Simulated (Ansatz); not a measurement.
# Work function of Cu(111): what the settings cost and change, part 2 of 2

How thick a slab and how much vacuum does the work function of Cu(111) need?

Ansatz 0.2.0; plane-wave DFT, PBE, Ansatz PAW.

So far, work function, upper face (eV): step 2 (slab, setting 1 layer) 4.96; step 4 (slab, 3 atoms) 4.78; step 5 (run, 4 atoms) 4.81; step 6 (slab, 5 atoms) 4.81; step 7 (run, 6 atoms) 4.84.

## 8. Run, 8 atoms

System of this step: Cu(111). The cell holds 8 atoms: 8 Cu. Its edges and angles: a = 2.553 Å, b = 2.553 Å, c = 32.590 Å, α = 90.0°, β = 90.0°, γ = 60.0°. Vacuum lies along c.

File input.yaml:

```yaml
crystal:
  lattice:
    - [2.5526554801, 0.0, 0.0]
    - [1.27632774, 2.2106644929, 0.0]
    - [0.0, 0.0, 32.5896413024]
  atoms:
    - { symbol: Cu, position: [0.6666666667, 0.6666666667, 0.2761613703] }
    - { symbol: Cu, position: [0.0, 0.0, 0.3401152645] }
    - { symbol: Cu, position: [0.3333333333, 0.3333333333, 0.4040691587] }
    - { symbol: Cu, position: [0.6666666667, 0.6666666667, 0.4680230529] }
    - { symbol: Cu, position: [0.0, 0.0, 0.5319769471] }
    - { symbol: Cu, position: [0.3333333333, 0.3333333333, 0.5959308413] }
    - { symbol: Cu, position: [0.6666666667, 0.6666666667, 0.6598847355] }
    - { symbol: Cu, position: [0.0, 0.0, 0.7238386297] }
kpoints:
  mp_grid: { grid: [18, 18, 1] }
hamiltonian:
  xc: pbe
scf:
  occupations: { method: fermi_dirac, width: 0.1 }
  convergence: { dr2_threshold: 1.0e-09 }
efield:
  axis: 3
  dipole_correction: true
  ramp_position: 0.97
  ramp_width: 0.06
output:
  write_potential: true
  write_density: true
  volumetric_format: npy
```

On the command line:

```
$ ansatz run input.yaml --threads 2 --pin off --max-ram 3072MiB --backend cpu --events-out ev --progress --plain --runs-dir out
```

Numbers of over 12 decimals in the logs are rounded to 6 here.

Log:

```text
[...]
Crystal: 8 atoms, lattice volume = 183.905 Å³
Basis set: ecut = 420 eV, 3667 PW (Γ)
Bands: 92, of which v1, the nominal top of the filled ones, is band 76 counted from 1 (75 counted from 0)
Symmetry: 6 space group operations
k-points: 37 of 324 (time reversal used)
[...]
k-point 0: bands = [... 72 lower, 4.4187, 4.5733, 4.5733, 4.7036, 4.7036, 4.7282, 4.7282, 5.5950, ... 12 higher]
  k-point 1: bands = [... 72 lower, 4.4830, 4.5512, 4.5745, 4.6119, 4.7043, 4.7298, 4.9435, 5.8535, ... 12 higher]
  k-point 2: bands = [... 72 lower, 4.4233, 4.5046, 4.5772, 4.7062, 4.7344, 4.8433, 5.4264, 6.3926, ... 12 higher]
  k-point 36: bands = [... 72 lower, 9.6095, 9.6095, 9.6325, 9.7658, 9.7658, 9.9960, 10.0845, 10.6915, ... 12 higher]
[key lines of the parts left out:]
SCF converged after 13 iterations
Free energy (F): -53000.498718 eV
Fermi energy:    6.298688 eV
Dipole field:    D = 0.000000 V/Å  (p = 0.000000 e·Å, saw-weighted, corrected)
Work function:   Φ+ = 4.8258 eV   Φ− = 4.8257 eV
```

It took 1.8 min on 2 threads of Arm Neoverse N1, shared host; peak memory 0.88 GiB; 3.5 min of CPU time.

The work function is 4.826 eV, -0.010 eV from the run “6 layers”, at 1.7 times its CPU time.

## 9. Slab, 10 atoms

System of this step: Cu(111). The cell holds 10 atoms: 10 Cu. Cell: a = 2.553 Å, b = 2.553 Å, c = 36.758 Å, α = 90.0°, β = 90.0°, γ = 60.0°. Vacuum lies along c.

input.yaml, the sections that differ from step 8:

```yaml
crystal:
  lattice:
    - [2.5526554801, 0.0, 0.0]
    - [1.27632774, 2.2106644929, 0.0]
    - [0.0, 0.0, 36.758110246]
  atoms:
    - { symbol: Cu, position: [0.0, 0.0, 0.2448439253] }
    - { symbol: Cu, position: [0.3333333333, 0.3333333333, 0.3015452752] }
    - { symbol: Cu, position: [0.6666666667, 0.6666666667, 0.3582466252] }
    - { symbol: Cu, position: [0.0, 0.0, 0.4149479751] }
    - { symbol: Cu, position: [0.3333333333, 0.3333333333, 0.471649325] }
    - { symbol: Cu, position: [0.6666666667, 0.6666666667, 0.528350675] }
    - { symbol: Cu, position: [0.0, 0.0, 0.5850520249] }
    - { symbol: Cu, position: [0.3333333333, 0.3333333333, 0.6417533748] }
    - { symbol: Cu, position: [0.6666666667, 0.6666666667, 0.6984547248] }
    - { symbol: Cu, position: [0.0, 0.0, 0.7551560747] }
# kpoints, hamiltonian, scf, efield, output: as in step 8
```

Log:

```text
[...]
Crystal: 10 atoms, lattice volume = 207.428 Å³
Basis set: ecut = 420 eV, 4137 PW (Γ)
Bands: 114, of which v1, the nominal top of the filled ones, is band 95 counted from 1 (94 counted from 0)
Symmetry: 6 space group operations
k-points: 37 of 324 (time reversal used)
[...]
k-point 1: bands = [... 91 lower, 5.7051, 5.7324, 5.7753, 5.8204, 5.9112, 5.9250, 5.9334, 6.3316, ... 15 higher]
  k-point 2: bands = [... 91 lower, 5.6809, 5.7088, 5.8247, 5.9141, 5.9298, 5.9322, 6.3064, 6.8936, ... 15 higher]
  k-point 36: bands = [... 91 lower, 10.7907, 10.7907, 10.8965, 10.9304, 10.9304, 11.0061, 11.2429, 11.2429, ... 15 higher]
[key lines of the parts left out:]
SCF converged after 12 iterations
Free energy (F): -66250.856321 eV
Fermi energy:    7.508333 eV
Dipole field:    D = 0.000000 V/Å  (p = 0.000001 e·Å, saw-weighted, corrected)
Work function:   Φ+ = 4.8131 eV   Φ− = 4.8131 eV
```

Run time: 2.6 min. Hardware: 2 threads; peak memory 1.1 GiB; 5.2 min of CPU time.

The work function is 4.813 eV, -0.013 eV from the run “8 layers”, at 1.5 times its CPU time.

## 10. Slab, 13 atoms

System of this step: Cu(111). The cell holds 13 atoms: 13 Cu. Its edges and angles: a = 2.553 Å, b = 2.553 Å, c = 43.011 Å, α = 90.0°, β = 90.0°, γ = 60.0°. Vacuum lies along c.

input.yaml, the sections that differ from step 9:

```yaml
crystal:
  lattice:
    - [2.5526554801, 0.0, 0.0]
    - [1.27632774, 2.2106644929, 0.0]
    - [0.0, 0.0, 43.0108136613]
  atoms:
    - { symbol: Cu, position: [0.0, 0.0, 0.2092497034] }
    - { symbol: Cu, position: [0.3333333333, 0.3333333333, 0.2577080861] }
    - { symbol: Cu, position: [0.6666666667, 0.6666666667, 0.3061664689] }
    - { symbol: Cu, position: [0.0, 0.0, 0.3546248517] }
    - { symbol: Cu, position: [0.3333333333, 0.3333333333, 0.4030832345] }
    - { symbol: Cu, position: [0.6666666667, 0.6666666667, 0.4515416172] }
    - { symbol: Cu, position: [0.0, 0.0, 0.5] }
    - { symbol: Cu, position: [0.3333333333, 0.3333333333, 0.5484583828] }
    - { symbol: Cu, position: [0.6666666667, 0.6666666667, 0.5969167655] }
    - { symbol: Cu, position: [0.0, 0.0, 0.6453751483] }
    - { symbol: Cu, position: [0.3333333333, 0.3333333333, 0.6938335311] }
    - { symbol: Cu, position: [0.6666666667, 0.6666666667, 0.7422919139] }
    - { symbol: Cu, position: [0.0, 0.0, 0.7907502966] }
# kpoints, hamiltonian, scf, efield, output: as in step 9
```

Log:

```text
[...]
Crystal: 13 atoms, lattice volume = 242.713 Å³
Basis set: ecut = 420 eV, 4841 PW (Γ)
Bands: 149, of which v1, the nominal top of the filled ones, is band 124 counted from 1 (123 counted from 0)
Symmetry: 6 space group operations
k-points: 37 of 324 (time reversal used)
[...]
k-point 1: bands = [... 120 lower, 7.0965, 7.1346, 7.1433, 7.2189, 7.2519, 7.2791, 7.2851, 7.4912, ... 21 higher]
  k-point 2: bands = [... 120 lower, 7.1062, 7.1483, 7.2247, 7.2829, 7.2900, 7.3167, 7.5979, 7.9943, ... 21 higher]
  k-point 36: bands = [... 120 lower, 12.2042, 12.2187, 12.2187, 12.3021, 12.3383, 12.3383, 12.3818, 12.6064, ... 21 higher]
[key lines of the parts left out:]
SCF converged after 12 iterations
Free energy (F): -86126.385759 eV
Fermi energy:    8.863546 eV
Dipole field:    D = 0.000001 V/Å  (p = 0.000001 e·Å, saw-weighted, corrected)
Work function:   Φ+ = 4.8146 eV   Φ− = 4.8146 eV
```

Wall time 4.4 min (2 threads); peak memory 1.6 GiB; 8.7 min of CPU time.

The work function is 4.815 eV, +0.001 eV from the run “10 layers”, at 1.7 times its CPU time.

## 11. Run, 7 atoms

System of this step: Cu(111). The cell holds 7 atoms: 7 Cu. Its edges and angles: a = 2.553 Å, b = 2.553 Å, c = 22.505 Å, α = 90.0°, β = 90.0°, γ = 60.0°. Vacuum lies along c.

input.yaml, the sections that differ from step 10:

```yaml
crystal:
  lattice:
    - [2.5526554801, 0.0, 0.0]
    - [1.27632774, 2.2106644929, 0.0]
    - [0.0, 0.0, 22.5054068306]
  atoms:
    - { symbol: Cu, position: [0.0, 0.0, 0.2221688343] }
    - { symbol: Cu, position: [0.3333333333, 0.3333333333, 0.3147792228] }
    - { symbol: Cu, position: [0.6666666667, 0.6666666667, 0.4073896114] }
    - { symbol: Cu, position: [0.0, 0.0, 0.5] }
    - { symbol: Cu, position: [0.3333333333, 0.3333333333, 0.5926103886] }
    - { symbol: Cu, position: [0.6666666667, 0.6666666667, 0.6852207772] }
    - { symbol: Cu, position: [0.0, 0.0, 0.7778311657] }
# kpoints, hamiltonian, scf, efield, output: as in step 10
```

Log:

```text
[...]
Crystal: 7 atoms, lattice volume = 126.999 Å³
Basis set: ecut = 420 eV, 2553 PW (Γ)
Bands: 80, of which v1, the nominal top of the filled ones, is band 67 counted from 1 (66 counted from 0)
Symmetry: 6 space group operations
k-points: 37 of 324 (time reversal used)
[...]
k-point 0: bands = [... 63 lower, 7.5088, 7.5088, 7.6669, 7.6669, 7.7029, 7.7029, 8.5063, 8.8544, ... 9 higher]
  k-point 1: bands = [... 63 lower, 7.5096, 7.5105, 7.5471, 7.6674, 7.7045, 7.8090, 8.7576, 9.1530, ... 9 higher]
  k-point 2: bands = [... 63 lower, 7.3721, 7.5112, 7.6687, 7.6689, 7.7090, 8.2317, 9.2762, 9.8081, ... 9 higher]
  k-point 36: bands = [... 63 lower, 12.5987, 12.6207, 12.6207, 12.7578, 13.0119, 13.0119, 13.6714, 13.6714, ... 9 higher]
[key lines of the parts left out:]
SCF converged after 11 iterations
Free energy (F): -46375.312516 eV
Fermi energy:    9.292758 eV
Dipole field:    D = 0.000001 V/Å  (p = 0.000001 e·Å, saw-weighted, corrected)
Work function:   Φ+ = 4.8110 eV (in doubt: plateau slope 3.3e-2 eV/Å)   Φ− = 4.8126 eV (in doubt: plateau slope 2.4e-2 eV/Å)
```

It took 60 s on 2 threads; peak memory 0.63 GiB; 2 min of CPU time.

The work function is 4.811 eV. The program marks this work function as in doubt.

## 12. Run, 7 atoms (run 2)

The cell differs from the one that the last finished run ended in (c 22.505 → 26.505 Å).

input.yaml, the sections that differ from step 11:

```yaml
crystal:
  lattice:
    - [2.5526554801, 0.0, 0.0]
    - [1.27632774, 2.2106644929, 0.0]
    - [0.0, 0.0, 26.5054068306]
  atoms:
    - { symbol: Cu, position: [0.0, 0.0, 0.2640970593] }
    - { symbol: Cu, position: [0.3333333333, 0.3333333333, 0.3427313729] }
    - { symbol: Cu, position: [0.6666666667, 0.6666666667, 0.4213656864] }
    - { symbol: Cu, position: [0.0, 0.0, 0.5] }
    - { symbol: Cu, position: [0.3333333333, 0.3333333333, 0.5786343136] }
    - { symbol: Cu, position: [0.6666666667, 0.6666666667, 0.6572686271] }
    - { symbol: Cu, position: [0.0, 0.0, 0.7359029407] }
# kpoints, hamiltonian, scf, efield, output: as in step 11
```

Log:

```text
[...]
Crystal: 7 atoms, lattice volume = 149.572 Å³
Basis set: ecut = 420 eV, 2975 PW (Γ)
Bands: 80, of which v1, the nominal top of the filled ones, is band 67 counted from 1 (66 counted from 0)
Symmetry: 6 space group operations
k-points: 37 of 324 (time reversal used)
[...]
k-point 0: bands = [... 63 lower, 5.3799, 5.3799, 5.5380, 5.5380, 5.5739, 5.5739, 6.3789, 6.7235, ... 9 higher]
  k-point 1: bands = [... 63 lower, 5.3807, 5.3816, 5.4182, 5.5385, 5.5755, 5.6799, 6.6301, 7.0222, ... 9 higher]
  k-point 2: bands = [... 63 lower, 5.2432, 5.3823, 5.5397, 5.5400, 5.5800, 6.1025, 7.1488, 7.6771, ... 9 higher]
  k-point 36: bands = [... 63 lower, 10.4697, 10.4917, 10.4917, 10.6289, 10.8829, 10.8829, 11.5425, 11.5425, ... 9 higher]
[key lines of the parts left out:]
SCF converged after 11 iterations
Free energy (F): -46375.312531 eV
Fermi energy:    7.163820 eV
Dipole field:    D = 0.000001 V/Å  (p = 0.000001 e·Å, saw-weighted, corrected)
Work function:   Φ+ = 4.8154 eV   Φ− = 4.8154 eV
```

Elapsed: 71 s, on 2 threads; peak memory 0.69 GiB.

The work function is 4.815 eV, +0.004 eV from the run “7 layers, 10 Å of vacuum”, at 1.2 times its CPU time.

## 13. Run, 7 atoms (run 3)

The cell differs from the one that the last finished run ended in (c 26.505 → 38.505 Å).

input.yaml, the sections that differ from step 12:

```yaml
crystal:
  lattice:
    - [2.5526554801, 0.0, 0.0]
    - [1.27632774, 2.2106644929, 0.0]
    - [0.0, 0.0, 38.5054068306]
  atoms:
    - { symbol: Cu, position: [0.0, 0.0, 0.337614924] }
    - { symbol: Cu, position: [0.3333333333, 0.3333333333, 0.3917432827] }
    - { symbol: Cu, position: [0.6666666667, 0.6666666667, 0.4458716413] }
    - { symbol: Cu, position: [0.0, 0.0, 0.5] }
    - { symbol: Cu, position: [0.3333333333, 0.3333333333, 0.5541283587] }
    - { symbol: Cu, position: [0.6666666667, 0.6666666667, 0.6082567173] }
    - { symbol: Cu, position: [0.0, 0.0, 0.662385076] }
# kpoints, hamiltonian, scf, efield, output: as in step 12
```

Log:

```text
[...]
Crystal: 7 atoms, lattice volume = 217.289 Å³
Basis set: ecut = 420 eV, 4335 PW (Γ)
Bands: 80, of which v1, the nominal top of the filled ones, is band 67 counted from 1 (66 counted from 0)
Symmetry: 6 space group operations
k-points: 37 of 324 (time reversal used)
[...]
k-point 0: bands = [... 63 lower, 1.6467, 1.6467, 1.8048, 1.8048, 1.8408, 1.8408, 2.6458, 2.9904, ... 9 higher]
  k-point 1: bands = [... 63 lower, 1.6475, 1.6484, 1.6850, 1.8053, 1.8424, 1.9468, 2.8970, 3.2890, ... 9 higher]
  k-point 2: bands = [... 63 lower, 1.5101, 1.6491, 1.8066, 1.8068, 1.8469, 2.3693, 3.4156, 3.9439, ... 9 higher]
  k-point 36: bands = [... 63 lower, 6.7366, 6.7586, 6.7586, 6.8957, 7.1498, 7.1498, 7.8093, 7.8093, ... 9 higher]
[key lines of the parts left out:]
SCF converged after 12 iterations
Free energy (F): -46375.312476 eV
Fermi energy:    3.430670 eV
Dipole field:    D = 0.000000 V/Å  (p = 0.000000 e·Å, saw-weighted, corrected)
Work function:   Φ+ = 4.8153 eV   Φ− = 4.8153 eV
```

The job ended after 97 s (2 threads; peak memory 0.9 GiB).

The work function is 4.815 eV, -0.000 eV from the run “7 layers, 14 Å of vacuum”, at 1.4 times its CPU time.

## 14. The series together

Times are for 2 threads of Arm Neoverse N1, shared host. Results by setting:

```tsv
no.	setting	work function, upper face (eV)	time	memory (GiB)
1	1 layer	4.955	7.3 s	0.37
2	2 layers	4.763	12 s	0.38
3	3 layers	4.777	19 s	0.44
4	4 layers	4.810	32 s	0.49
5	5 layers	4.812	48 s	0.57
6	6 layers	4.836	63 s	0.66
7	8 layers	4.826	1.8 min	0.88
8	10 layers	4.813	2.6 min	1.1
9	13 layers	4.815	4.4 min	1.6
10	7 layers, 10 Å of vacuum	4.811	60 s	0.63
11	7 layers, 14 Å of vacuum	4.815	71 s	0.69
12	7 layers, 26 Å of vacuum	4.815	97 s	0.9
```

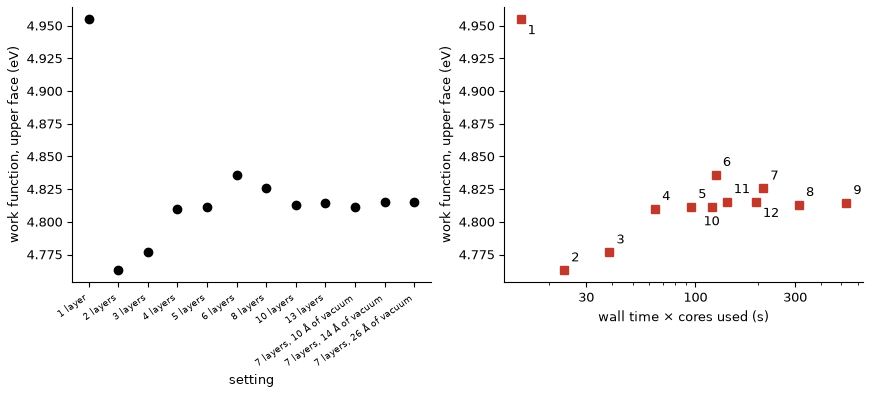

The series as plots; the last panel sets the first result against cost, with the runs numbered as in the table.

## 15. The same run with other settings

System of this step: Cu(111) monolayer. The cell holds 1 atom: 1 Cu. Its edges and angles: a = 2.553 Å, b = 2.553 Å, c = 18.000 Å, α = 90.0°, β = 90.0°, γ = 60.0°. Vacuum lies along c.

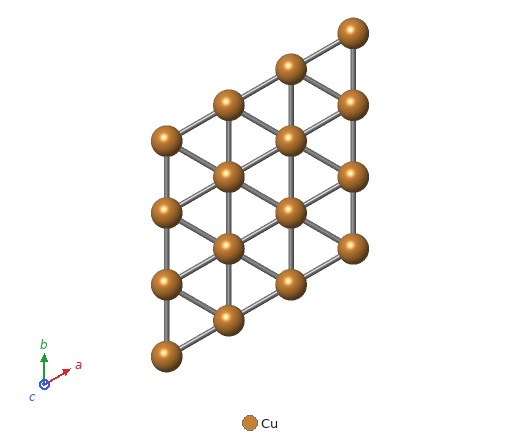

The cell of this step (copper orange). 4×4×1 cells are drawn.

An input spoilt on purpose, to show how the run answers: it repeats the earlier run “1 layer” with efield.amplitude to 0 and efield.dipole_correction from true to false, and scf.max_iter set to 80; its output block differs too.

input.yaml, the sections that differ from step 13:

```yaml
crystal:
  lattice:
    - [2.5526554801, 0.0, 0.0]
    - [1.27632774, 2.2106644929, 0.0]
    - [0.0, 0.0, 18.0]
  atoms:
    - { symbol: Cu, position: [0.6666666667, 0.6666666667, 0.5] }
scf:
  occupations: { method: fermi_dirac, width: 0.1 }
  convergence: { dr2_threshold: 1.0e-09 }
  max_iter: 80
efield:
  axis: 3
  dipole_correction: false
  ramp_position: 0.97
  ramp_width: 0.06
  amplitude: 0
# kpoints, hamiltonian, output: as in step 13
```

Log:

```text
Error: invalid value for `efield.amplitude`: is zero with dipole_correction: false — the section would apply nothing; set a non-zero amplitude, enable dipole_correction, or remove the block
```

Run time: 0.02 s. Hardware: 2 threads; peak memory 0.06 GiB.

The input was rejected at the start.

The program's message: “Error: invalid value for `efield.amplitude`: is zero with dipole_correction: false — the section would apply nothing; set a non-zero amplitude, enable dipole_correction, or remove the block”

The fault put into the input: a field block that applies nothing.

## 16. Summary of results

| Quantity | Value |
| --- | --- |
| work function, 1 layer | 4.955 eV |
| work function, 2 layers | 4.763 eV |
| work function, 6 layers | 4.836 eV |
| work function, 13 layers | 4.815 eV |

The thickest slab gives 4.81 eV, and the settings tried spread the value from 4.76 to 4.96 eV. At 18 Å of vacuum, the slabs from 3 layers on stay within 0.04 eV of the thickest. Going from 10 to 26 Å of vacuum moves it by 0.004 eV. The program marks the value as in doubt in “7 layers, 10 Å of vacuum”. The ladder's slabs use the tabulated experimental lattice constant (two decimals; a low-temperature value for the alkali metals). In 1 run of the series (7 layers, 10 Å of vacuum) the program warns that electrons reach the sawtooth's ramp, which makes dipole and work function less sure.

Computed beside measured:

```
                                               quantity  measured        13 layers
work function (clean (111) face, a compiled value) (eV)       4.9  4.81 (-0.09 eV)
```

Measured values from arxiv:1902.07811 (2019).

Verdict: The work function is off by -0.09 eV: good agreement. The grades are ours: good and fair within 3 and 7 % for the work function. No cell relaxation is part of this session.

[Logs are printed without paths, hosts, clocks, repeated set-up lines and the standing remarks that a program may print on its own settings, such as how far it seeks lower states.]

[Hosts, paths, dates, database ids (printed as entryN), source tags and the programs' standing remarks are cut or masked in the printed files.]

[Maps of the electrostatic potential energy from Ansatz leave out the sawtooth potential of an applied field or a dipole correction, so their vacuum need not be flat; planar profiles and work functions include it.]
